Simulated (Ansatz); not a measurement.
# wB97M-V/3-21G run of AlH3 (SMILES [H][Al]([H])[H])

Aim: the electronic atomisation energy of AlH3 at wB97M-V/3-21G, from 3 runs. 

Program for the calculation: Ansatz 0.2.0.

61 further runs of the same task are left out: 2 that didn't finish, 59 set aside as unsound or not needed.

## 1. The system as given

AlH3 has 4 atoms, charge 0, and is taken as a singlet. As SMILES, `[H][Al]([H])[H]`. The shape comes from GFN2-xTB, which is rough for such elements, and wasn't checked as a minimum.

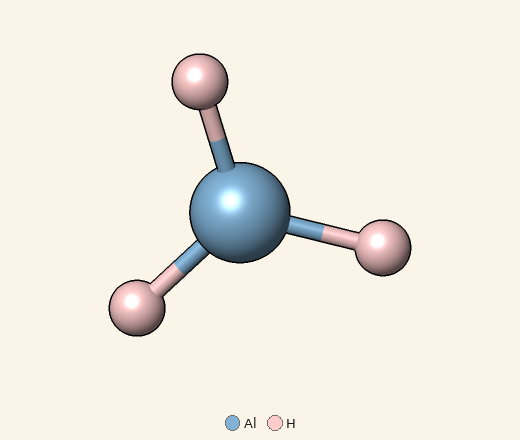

The structure, seen from a chosen angle (aluminium light blue, hydrogen pink).

## 2. A single-point energy at wB97M-V/3-21G

The input, run.yaml:

```yaml
crystal:
  periodic: [false, false, false]
  atoms:
    - {symbol: Al, position_ang: [-0.000010, -0.000020, 0.000020]}
    - {symbol: H, position_ang: [1.552650, -0.030520, 0.014610]}
    - {symbol: H, position_ang: [-0.749810, 1.359840, -0.019120]}
    - {symbol: H, position_ang: [-0.802830, -1.329300, 0.004480]}
basis:
  gaussian:
    orbitals: 3-21G.json
hamiltonian:
  xc: {name: wB97M-V}
accuracy: high
```

The basis set 3-21G is read from a file made from the Basis Set Exchange's data (not shown).

The run is started by

```console
$ ansatz run run.yaml --threads 1 --pin off --max-ram 2610MiB --events-out events.jsonl --progress --plain --runs-dir runs
```

Log:

```text
Warning: RAYON_NUM_THREADS=1 ignored (pool sized by the plan → 1); use --threads N
Functional definition: wB97M-V
  name "wB97M-V"
  parameter omega = 0.3/bohr
  parameter cx = 0.15
  parameter cx01 = 1.007
  parameter cx10 = 0.259
  parameter css00 = 0.443
  parameter css04 = -1.437
  parameter css10 = -4.535
  parameter css20 = -3.390
  parameter css43 = 4.278
  parameter cos00 = 1.000
  parameter cos10 = 1.358
  parameter cos20 = 2.924
  parameter cos21 = -8.812
  parameter cos60 = -1.390
  parameter cos61 = 9.142
  parameter b = 6.0
  parameter c = 0.01
  gx(w, u) = 1 - cx + cx01*u + cx10*w
  gss(w, u) = css00 + css04*u^4 + css10*w + css20*w^2 + css43*w^4*u^3
  gos(w, u) = cos00 + cos10*w + (cos20 + cos21*u)*w^2 + (cos60 + cos61*u)*w^6
  exchange = spin_sum(e_x_unif_sr(omega)*gx(b97_w, b97_u_x)) + cx*exact_x_sr(omega) + exact_x_lr(omega)
  correlation = spin_sum(e_c_pw_mod_same_spin*gss(b97_w, b97_u_same))
      + integral(e_c_pw_mod_opposite_spin*gos(b97_w_opposite, b97_u_opposite)) + vv10(b, c)
374 factors; integrals over basis functions are off by at most 2.8e-9 eV
161 factors; integrals over basis functions are off by at most 2.5e-9 eV
mean field evaluation 1: about -6606.8120 eV, gradient 6.8e0 eV
mean field evaluation 2: about -6607.0264 eV, gradient 1.3e0 eV
mean field evaluation 4: about -6607.0340 eV, gradient 3.2e-1 eV
mean field evaluation 8: about -6607.0349 eV, gradient 3.0e-4 eV
mean field evaluation 16: about -6607.0349 eV, gradient 4.5e-9 eV
mean field -6607.03489678 eV, -242.8040540476 hartree, gradient 4.5e-9 eV, S^2 0.000000; 0 other end points of the search recorded, 0 dependent functions left out
reference -6607.03490130 eV, -242.8040542137 hartree; 8, 8 occupied and 11, 11 virtual orbitals, 374 factors
Total energy: -6607.03490130 eV, -242.8040542137 hartree
```

It took 8.1 s on 1 thread of Arm Neoverse V2, shared host; peak memory 0.22 GiB.

## 3. The Al atom at the same level

The input, input.yaml:

```yaml
crystal:
  periodic: [false, false, false]
  atoms:
    - {symbol: Al, position_ang: [0.000000, 0.000000, 0.000000]}
basis:
  gaussian:
    orbitals: 3-21G.json
magnetization:
  spin_polarized: true
  initial_magnetization: 1
hamiltonian:
  xc: {name: wB97M-V}
accuracy: high
```

The basis set 3-21G is read from a file made from the Basis Set Exchange's data (not shown).

Run the same way, it converges to -241.01059 Eh (log not shown).

## 4. The H atom

The input, run.yaml:

```yaml
basis:
  gaussian: {orbitals: 3-21G.json}
crystal:
  periodic: [false, false, false]
  atoms:
    - symbol: H
      position_ang: [0.000000, 0.000000, 0.000000]
magnetization: {spin_polarized: true, initial_magnetization: 1}
hamiltonian: {xc: {name: wB97M-V}}
accuracy: high
```

The basis set 3-21G is read from a file made from the Basis Set Exchange's data (not shown).

The run is started by

```console
$ ansatz run run.yaml --threads 1 --pin off --max-ram 2610MiB --events-out events.jsonl --progress --plain --runs-dir runs
```

Log:

```text
Warning: RAYON_NUM_THREADS=1 ignored (pool sized by the plan → 1); use --threads N
Functional definition: wB97M-V
  name "wB97M-V"
  parameter omega = 0.3/bohr
  parameter cx = 0.15
  parameter cx01 = 1.007
  parameter cx10 = 0.259
  parameter css00 = 0.443
  parameter css04 = -1.437
  parameter css10 = -4.535
  parameter css20 = -3.390
  parameter css43 = 4.278
  parameter cos00 = 1.000
  parameter cos10 = 1.358
  parameter cos20 = 2.924
  parameter cos21 = -8.812
  parameter cos60 = -1.390
  parameter cos61 = 9.142
  parameter b = 6.0
  parameter c = 0.01
  gx(w, u) = 1 - cx + cx01*u + cx10*w
  gss(w, u) = css00 + css04*u^4 + css10*w + css20*w^2 + css43*w^4*u^3
  gos(w, u) = cos00 + cos10*w + (cos20 + cos21*u)*w^2 + (cos60 + cos61*u)*w^6
  exchange = spin_sum(e_x_unif_sr(omega)*gx(b97_w, b97_u_x)) + cx*exact_x_sr(omega) + exact_x_lr(omega)
  correlation = spin_sum(e_c_pw_mod_same_spin*gss(b97_w, b97_u_same))
      + integral(e_c_pw_mod_opposite_spin*gos(b97_w_opposite, b97_u_opposite)) + vv10(b, c)
3 factors; integrals over basis functions are off by at most 1.3e-8 eV
3 factors; integrals over basis functions are off by at most 3.0e-10 eV
mean field evaluation 1: about -13.2309 eV, gradient 7.4e-2 eV
mean field evaluation 2: about -13.2305 eV, gradient 7.6e-2 eV
mean field evaluation 4: about -13.2306 eV, gradient 1.6e-6 eV
mean field evaluation 8: about -13.2306 eV, gradient 3.9e-11 eV
mean field -13.23056474 eV, -0.4862142863 hartree, gradient 6.0e-10 eV, S^2 0.750000; 0 other end points of the search recorded, 0 dependent functions left out
reference -13.23056594 eV, -0.4862143304 hartree; 1, 0 occupied and 1, 2 virtual orbitals, 3 factors
Total energy: -13.23056594 eV, -0.4862143304 hartree
```

Run time: 0.52 s. Hardware: 1 thread of Arm Neoverse V2, shared host; peak memory 0.1 GiB.

## 5. What came out

Level: wB97M-V/3-21G.

| quantity | value |
| --- | --- |
| molecule: total energy | -242.80405 Eh |
| Al atom: total energy | -241.01059 Eh |
| Al atom: ⟨S²⟩ | 0.750 |
| H atom: total energy | -0.48621 Eh |
| H atom: ⟨S²⟩ | 0.750 |
| electronic atomisation energy | 9.111 eV |

In words: Taking the molecule apart into free atoms costs 9.11 eV (210 kcal/mol), before zero-point energy and without spin-orbit coupling. The basis has no polarisation functions, which makes bonds too weak.
